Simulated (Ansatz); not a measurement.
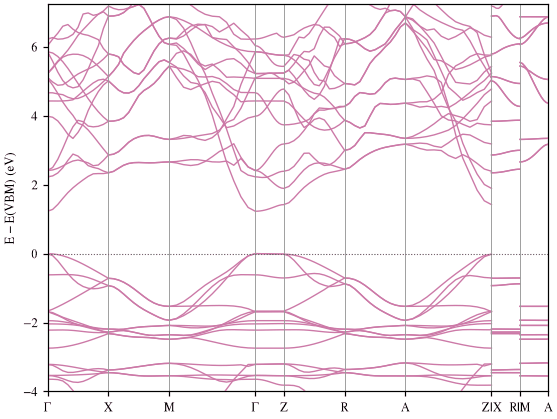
Fig. 1. Band structure from r²SCAN in the plane-wave PAW code Ansatz

Task: Read off the gap and where the band edges lie.

Result: About 1.2 eV (1.23 eV by a search for the band edges); maximum at Γ, minimum at Γ.

Task: Which of these materials gives this?
A. BaCuTeF, P4/nmm (Ba on 2c, Cu on 2a, Te on 2c, F on 2b)
B. BAs, P4_2/mnm (B on 4g, As on 4f)
C. BiClO, P4/nmm (Bi on 2c, Cl on 2c, O on 2a)
D. SnO2, rutile

Result: A, BaCuTeF, P4/nmm (Ba on 2c, Cu on 2a, Te on 2c, F on 2b)

The workflow started from a Materials Project entry (that database holds measured and hypothetical structures alike); the Crystallography Open Database copy checked does not list it. Its standing as an ambient phase is unchecked. The r²SCAN relaxation kept the symmetry of its start; its stability against distortions is not shown here. The run is not spin-polarised. No Hubbard U is applied. Spin–orbit coupling is left out wherever it is not named.

Potentials: the later of the program's two PAW sets.
